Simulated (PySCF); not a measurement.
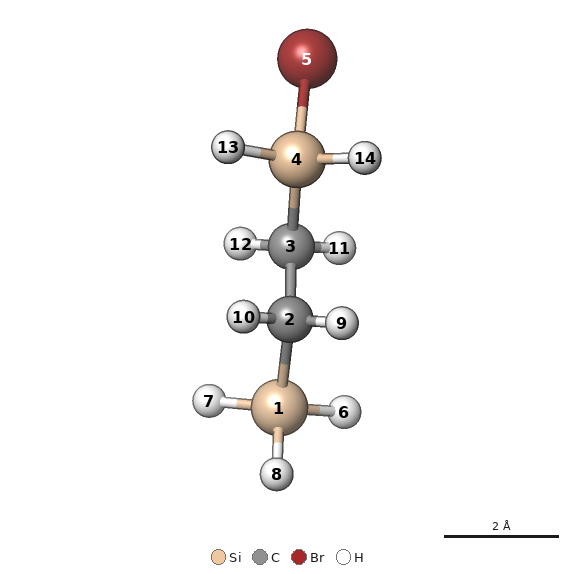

Numbered structure. Computed geometry: GFN2-xTB optimisation. No frequency run is at hand to confirm it as a minimum.

Give the bond lengths.

```tsv
bond	length (Å)	order
Si1–C2	1.906	single
Si1–H6	1.464	single
Si1–H7	1.464	single
Si1–H8	1.463	single
C2–C3	1.528	single
C2–H9	1.092	single
C2–H10	1.093	single
C3–Si4	1.891	single
C3–H11	1.093	single
C3–H12	1.094	single
Si4–Br5	2.224	single
Si4–H13	1.457	single
Si4–H14	1.457	single
```
